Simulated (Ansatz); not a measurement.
AlHBrClF$_{2}$: nudged elastic band

System: AlHBrClF$_{2}$.
Method: RKS r2SCAN-D4/def2-SVP (Ansatz 0.2.0).

It belongs to a series of runs on one base structure; here: band between the two ends.

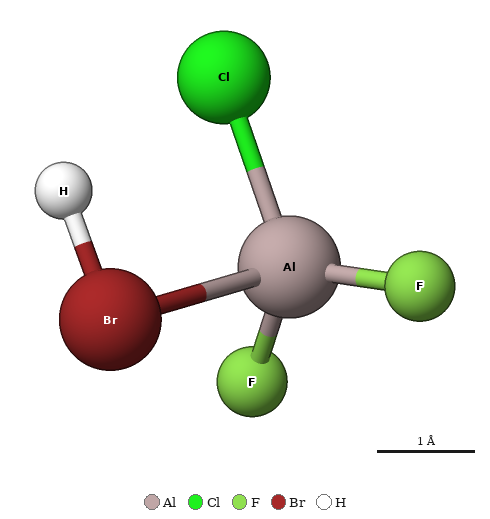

**Figure 1.** The structure as given in the input (ball-and-stick view, seen at a tilt). Sticks mark near contacts.

The input
```yaml
crystal:
  periodic: [false, false, false]
  atoms:
    - { symbol: Al, position_ang: [0.002364, -0.007552, 0.160243] }
    - { symbol: Cl, position_ang: [-0.010545, 0.667412, 2.153608] }
    - { symbol: F, position_ang: [1.419292, 0.089832, -0.692414] }
    - { symbol: F, position_ang: [-1.425895, -0.008332, -0.679037] }
    - { symbol: Br, position_ang: [0.094272, -2.595152, 0.787501] }
    - { symbol: H, position_ang: [0.098112, -2.174108, 2.156899] }
basis:
  gaussian: { orbitals: def2-SVP }
hamiltonian:
  xc: r2scan
  dispersion: d4
neb:
  order_check: false
  images: 9
  f_tol: 0.03
  max_iterations: 60
  spring: 20.0
  final_atoms:
    - { symbol: Al, position_ang: [0.01992404, -0.54045584, -0.12794267] }
    - { symbol: Cl, position_ang: [0.01391448, 0.09756921, 2.30867256] }
    - { symbol: F, position_ang: [1.41633219, 0.22530045, -0.58375865] }
    - { symbol: F, position_ang: [-1.43170203, 0.12711081, -0.56524931] }
    - { symbol: Br, position_ang: [0.09926391, -2.76786721, 0.25634223] }
    - { symbol: H, position_ang: [0.05986742, -1.16955742, 2.59873585] }
  initial_path:
    images:
      - { positions_ang: [[0.002364, -0.007552, 0.160243], [-0.010545, 0.667412, 2.153608], [1.419292, 0.089832, -0.692414], [-1.425895, -0.008332, -0.679037], [0.094272, -2.595152, 0.787501], [0.098112, -2.174108, 2.156899]] }
      - { positions_ang: [[0.00046717, -0.00568061, 0.12864267], [-0.00834489, 0.53265045, 2.23932984], [1.42620323, 0.07504204, -0.72333354], [-1.43532616, -0.0080457, -0.71092755], [0.10114951, -2.58996929, 0.79963646], [0.09345114, -2.03189689, 2.15345213]] }
      - { positions_ang: [[-0.00142966, -0.00380922, 0.09704234], [-0.00614478, 0.3978889, 2.32505168], [1.43311446, 0.06025208, -0.75425309], [-1.44475731, -0.00775939, -0.74281811], [0.10802701, -2.58478658, 0.81177193], [0.08879028, -1.88968578, 2.15000525]] }
      - { positions_ang: [[-0.00332648, -0.00193783, 0.06544201], [-0.00394467, 0.26312734, 2.41077351], [1.44002568, 0.04546211, -0.78517263], [-1.45418847, -0.00747309, -0.77470866], [0.11490452, -2.57960386, 0.82390739], [0.08412942, -1.74747468, 2.14655838]] }
      - { positions_ang: [[-0.00522331, -6.643e-05, 0.03384168], [-0.00174456, 0.12836579, 2.49649535], [1.44693691, 0.03067215, -0.81609218], [-1.46361963, -0.00718679, -0.80659921], [0.12178203, -2.57442115, 0.83604286], [0.07946856, -1.60526357, 2.14311151]] }
      - { positions_ang: [[-0.00712014, 0.00180496, 0.00224134], [0.00045555, -0.00639576, 2.58221719], [1.45384814, 0.01588219, -0.84701172], [-1.47305079, -0.00690049, -0.83848977], [0.12865954, -2.56923844, 0.84817832], [0.0748077, -1.46305246, 2.13966463]] }
      - { positions_ang: [[-0.0017113, -0.1066472, -0.02379546], [0.00314734, 0.01439723, 2.52750826], [1.44634495, 0.05776584, -0.79436111], [-1.46478104, 0.01990177, -0.78384168], [0.12278041, -2.60896419, 0.7298111], [0.07181964, -1.40435345, 2.23147888]] }
      - { positions_ang: [[0.00369753, -0.21509936, -0.04983226], [0.00583912, 0.03519023, 2.47279934], [1.43884176, 0.09964949, -0.74171049], [-1.45651129, 0.04670403, -0.72919359], [0.11690128, -2.64868995, 0.61144388], [0.06883159, -1.34565444, 2.32329312]] }
      - { positions_ang: [[0.00910637, -0.32355152, -0.07586906], [0.00853091, 0.05598322, 2.41809041], [1.43133857, 0.14153315, -0.68905988], [-1.44824154, 0.07350629, -0.6745455], [0.11102216, -2.6884157, 0.49307666], [0.06584353, -1.28695544, 2.41510736]] }
      - { positions_ang: [[0.0145152, -0.43200368, -0.10190587], [0.0112227, 0.07677622, 2.36338149], [1.42383538, 0.1834168, -0.63640927], [-1.43997179, 0.10030855, -0.6198974], [0.10514303, -2.72814146, 0.37470945], [0.06285547, -1.22825643, 2.5069216]] }
      - { positions_ang: [[0.01992404, -0.54045584, -0.12794267], [0.01391448, 0.09756921, 2.30867256], [1.41633219, 0.22530045, -0.58375865], [-1.43170203, 0.12711081, -0.56524931], [0.09926391, -2.76786721, 0.25634223], [0.05986742, -1.16955742, 2.59873585]] }
```

Machine: 4 threads of Arm Neoverse V1, 24 GiB of memory available, shared host.

Launched with:
```bash
ansatz run input.yaml --threads 4 --pin off --max-ram 5120MiB --backend cpu --events-out ev --progress --plain --runs-dir out
```

Output
```
Engine: ansatz 0.2.0, aarch64-unknown-linux-gnu
Functional definition: r2SCAN
  parameter k0 = 0.174
  parameter k1 = 0.065
  parameter a1 = 4.9479
  exchange = r2scan_x(k0 = k0, k1 = k1, a1 = a1)
  correlation = r2scan_c
1087 factors; their error is unknown
mean field evaluation 1: about -94595.5934 eV, gradient 5.1e1 eV
mean field evaluation 2: about -94584.2764 eV, gradient 9.9e1 eV
mean field evaluation 4: about -94599.6856 eV, gradient 2.2e0 eV
mean field evaluation 8: about -94599.6949 eV, gradient 2.2e-2 eV
mean field evaluation 16: about -94599.5971 eV, gradient 2.5e-5 eV
mean field -94599.59709895 eV, -3476.4710714764 hartree, gradient 2.6e-5 eV, S^2 0.000000; 0 other end points of the search recorded, 0 dependent functions left out
the calculation of the forces begins
reference -94599.59711002 eV, -3476.4710718832 hartree; 42, 42 occupied and 59, 59 virtual orbitals, 1087 factors
1087 factors; their error is unknown
mean field evaluation 32: about -94599.6122 eV, gradient 4.7e-5 eV
mean field -94599.61219248 eV, -3476.4716261534 hartree, gradient 4.8e-5 eV, S^2 0.000000; 0 other end points of the search recorded, 0 dependent functions left out
[... from here on the field's lines of each further geometry are left out, up to the last ...]
NEB iter   1: max|band force component| = 2.709e0 eV/Å  barrier→ = 1.1835 eV  barrier← = 1.1985 eV  Δτ_max = 0.2000 Å  (298 SCF iters)
NEB iter   2: max|band force component| = 1.231e0 eV/Å  barrier→ = 0.4474 eV  barrier← = 0.4623 eV  Δτ_max = 0.1942 Å  (295 SCF iters)
NEB iter   3: max|band force component| = 6.616e-1 eV/Å  barrier→ = 0.1938 eV  barrier← = 0.2087 eV  Δτ_max = 0.0604 Å  (278 SCF iters)
NEB iter   4: max|band force component| = 3.722e-1 eV/Å  barrier→ = 0.1562 eV  barrier← = 0.1711 eV  CI = image 5  Δτ_max = 0.0486 Å  (254 SCF iters)
NEB iter   5: max|band force component| = 4.168e-1 eV/Å  barrier→ = 0.1457 eV  barrier← = 0.1606 eV  CI = image 5  Δτ_max = 0.0120 Å  (257 SCF iters)
NEB iter   6: max|band force component| = 2.688e-1 eV/Å  barrier→ = 0.1420 eV  barrier← = 0.1569 eV  CI = image 5  Δτ_max = 0.0192 Å  (256 SCF iters)
NEB iter   7: max|band force component| = 9.520e-2 eV/Å  barrier→ = 0.1355 eV  barrier← = 0.1504 eV  CI = image 5  Δτ_max = 0.0212 Å  (265 SCF iters)
NEB iter   8: max|band force component| = 5.508e-2 eV/Å  barrier→ = 0.1320 eV  barrier← = 0.1470 eV  CI = image 5  Δτ_max = 0.0125 Å  (251 SCF iters)
the calculation of the forces begins
reference -94599.60447853 eV, -3476.4713426709 hartree; 42, 42 occupied and 59, 59 virtual orbitals, 1087 factors
1087 factors; their error is unknown
mean field evaluation 832: about -94599.4652 eV, gradient 7.0e-2 eV
mean field -94599.46519299 eV, -3476.4662240218 hartree, gradient 8.2e-6 eV, S^2 0.000000; 1 other end points of the search recorded, 0 dependent functions left out
the calculation of the forces begins
reference -94599.46520389 eV, -3476.4662244224 hartree; 42, 42 occupied and 59, 59 virtual orbitals, 1087 factors
NEB iter   9: max|band force component| = 2.180e-2 eV/Å  barrier→ = 0.1314 eV  barrier← = 0.1463 eV  CI = image 5  Δτ_max = 0.0000 Å  (482 SCF iters)
```

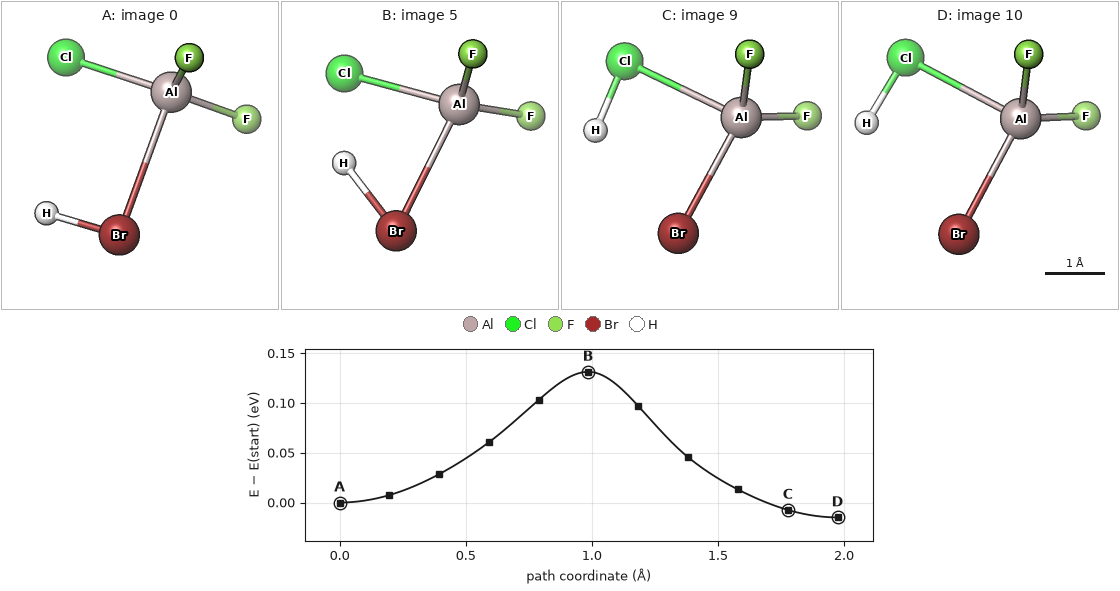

**Figure 2.** Images of the last band (counted from 0; ball-and-stick, seen at a tilt) above the energy along the path; the line is a cubic interpolation that uses the forces. The highest image is number 5, 0.131 eV above the start and 0.146 eV above the end (the climbing image); the end lies 0.015 eV below the start. The path is 1.97 Å long. The band converged in 9 iterations.

```
Total energy: -94599.50321583 eV, -3476.4676213356 hartree
Atom 0 at     0.013502    -0.303139     0.081733 Å, force    -0.000871    -0.011864     0.020696 eV/Å
Atom 1 at     0.010366     0.187404     2.272588 Å, force     0.002526     0.000976    -0.000419 eV/Å
Atom 2 at     1.435091     0.124927    -0.644588 Å, force     0.021254     0.006452    -0.008361 eV/Å
Atom 3 at    -1.443388     0.029529    -0.624296 Å, force    -0.021790     0.003539    -0.010355 eV/Å
Atom 4 at     0.097220    -2.631089     0.815632 Å, force     0.000196     0.001908     0.000093 eV/Å
Atom 5 at     0.064809    -1.435532     1.985731 Å, force    -0.001314    -0.001011    -0.001654 eV/Å
Dipole moment:     0.013490    -0.314670     0.383288 e Å
this run last wrote the band of iteration 9 to [file]
```

The last band as extended XYZ (Å, eV, eV/Å)
```
6
Properties=species:S:1:pos:R:3:forces:R:3 image=0 energy=-94599.63459
Al    0.0024   -0.0076    0.1602   -0.0010  -0.0021  -0.0019
Cl   -0.0105    0.6674    2.1536    0.0001   0.0012   0.0059
F     1.4193    0.0898   -0.6924    0.0058   0.0030  -0.0052
F    -1.4259   -0.0083   -0.6790   -0.0049   0.0025  -0.0039
Br    0.0943   -2.5952    0.7875    0.0005  -0.0011   0.0060
H     0.0981   -2.1741    2.1569   -0.0005  -0.0035  -0.0010
6
Properties=species:S:1:pos:R:3:forces:R:3 image=1 energy=-94599.62708
Al    0.0044   -0.0452    0.1562    0.0023   0.0088   0.0178
Cl   -0.0045    0.5685    2.1799   -0.0023   0.0341  -0.0200
F     1.4226    0.0931   -0.6872    0.0052   0.0038  -0.0080
F    -1.4299   -0.0073   -0.6704   -0.0070   0.0035  -0.0074
Br    0.0991   -2.6167    0.7999   -0.0006   0.0095  -0.0014
H     0.0859   -2.0203    2.1085    0.0023  -0.0597   0.0190
6
Properties=species:S:1:pos:R:3:forces:R:3 image=2 energy=-94599.60608
Al    0.0058   -0.0899    0.1529    0.0010   0.0346   0.0205
Cl   -0.0014    0.4772    2.2038   -0.0030   0.0649  -0.0231
F     1.4274    0.0940   -0.6747    0.0020  -0.0016  -0.0121
F    -1.4346   -0.0068   -0.6579   -0.0036  -0.0014  -0.0120
Br    0.0994   -2.6345    0.8157   -0.0001   0.0058  -0.0127
H     0.0811   -1.8679    2.0470    0.0037  -0.1022   0.0394
6
Properties=species:S:1:pos:R:3:forces:R:3 image=3 energy=-94599.57409
Al    0.0084   -0.1460    0.1429   -0.0015   0.0722   0.0415
Cl    0.0030    0.3797    2.2277   -0.0031   0.0963  -0.0301
F     1.4317    0.0986   -0.6639    0.0024  -0.0102  -0.0140
F    -1.4387   -0.0003   -0.6453   -0.0028  -0.0109  -0.0153
Br    0.0994   -2.6394    0.8332   -0.0002  -0.0097  -0.0065
H     0.0739   -1.7205    1.9921    0.0053  -0.1377   0.0244
6
Properties=species:S:1:pos:R:3:forces:R:3 image=4 energy=-94599.53165
Al    0.0110   -0.2191    0.1205   -0.0035   0.0978   0.0639
Cl    0.0068    0.2773    2.2508   -0.0024   0.1032  -0.0318
F     1.4344    0.1105   -0.6534    0.0105  -0.0153  -0.0163
F    -1.4418    0.0133   -0.6340   -0.0101  -0.0171  -0.0183
Br    0.0984   -2.6328    0.8387    0.0000  -0.0110   0.0237
H     0.0688   -1.5772    1.9641    0.0054  -0.1575  -0.0212
6
Properties=species:S:1:pos:R:3:forces:R:3 image=5 energy=-94599.50321
Al    0.0135   -0.3031    0.0817   -0.0009  -0.0119   0.0207
Cl    0.0104    0.1874    2.2726    0.0025   0.0010  -0.0004
F     1.4351    0.1249   -0.6446    0.0213   0.0065  -0.0084
F    -1.4434    0.0295   -0.6243   -0.0218   0.0035  -0.0104
Br    0.0972   -2.6311    0.8156    0.0002   0.0019   0.0001
H     0.0648   -1.4355    1.9857   -0.0013  -0.0010  -0.0017
6
Properties=species:S:1:pos:R:3:forces:R:3 image=6 energy=-94599.53742
Al    0.0155   -0.3829    0.0341    0.0128  -0.1134  -0.0858
Cl    0.0122    0.1192    2.3023    0.0066  -0.0729   0.0320
F     1.4343    0.1537   -0.6259   -0.0177   0.0165   0.0237
F    -1.4439    0.0594   -0.6060    0.0062   0.0183   0.0170
Br    0.0970   -2.6494    0.7284    0.0007  -0.0286  -0.1000
H     0.0626   -1.3278    2.0539   -0.0085   0.1801   0.1131
6
Properties=species:S:1:pos:R:3:forces:R:3 image=7 energy=-94599.58892
Al    0.0176   -0.4486   -0.0179    0.0019  -0.0711  -0.0598
Cl    0.0137    0.0974    2.3248    0.0016  -0.0068   0.0131
F     1.4293    0.1816   -0.6067   -0.0016   0.0119   0.0117
F    -1.4406    0.0860   -0.5878    0.0011   0.0103   0.0112
Br    0.0975   -2.6810    0.6112    0.0000  -0.0335  -0.1014
H     0.0601   -1.2633    2.1632   -0.0031   0.0893   0.1252
6
Properties=species:S:1:pos:R:3:forces:R:3 image=8 energy=-94599.62141
Al    0.0187   -0.4906   -0.0623    0.0045  -0.0160  -0.0244
Cl    0.0133    0.0971    2.3287   -0.0004   0.0172   0.0000
F     1.4259    0.2027   -0.5907   -0.0093   0.0002  -0.0024
F    -1.4383    0.1061   -0.5731    0.0062   0.0002  -0.0034
Br    0.0987   -2.7136    0.4868   -0.0008  -0.0229  -0.0705
H     0.0593   -1.2297    2.2975   -0.0002   0.0214   0.1006
6
Properties=species:S:1:pos:R:3:forces:R:3 image=9 energy=-94599.64194
Al    0.0195   -0.5172   -0.0959    0.0025   0.0042  -0.0252
Cl    0.0135    0.0987    2.3215    0.0000   0.0015  -0.0050
F     1.4211    0.2168   -0.5862   -0.0137  -0.0042   0.0026
F    -1.4350    0.1191   -0.5682    0.0116  -0.0030   0.0017
Br    0.0991   -2.7414    0.3688   -0.0003  -0.0121  -0.0349
H     0.0595   -1.2039    2.4469   -0.0001   0.0135   0.0608
6
Properties=species:S:1:pos:R:3:forces:R:3 image=10 energy=-94599.64950
Al    0.0199   -0.5405   -0.1279    0.0002  -0.0009   0.0042
Cl    0.0139    0.0976    2.3087   -0.0001   0.0015  -0.0012
F     1.4163    0.2253   -0.5838    0.0015   0.0010  -0.0009
F    -1.4317    0.1271   -0.5652   -0.0016   0.0009  -0.0008
Br    0.0993   -2.7679    0.2563    0.0001  -0.0022  -0.0013
H     0.0599   -1.1696    2.5987    0.0000  -0.0003   0.0000
```

Summary

```tsv
quantity	value
outcome	converged
barrier, forward	0.131 eV
barrier, backward	0.146 eV
wall time	3.4 min (CPU time 13 min)
peak memory	0.18 GiB
```

Notes

The order of the saddle point was not checked.
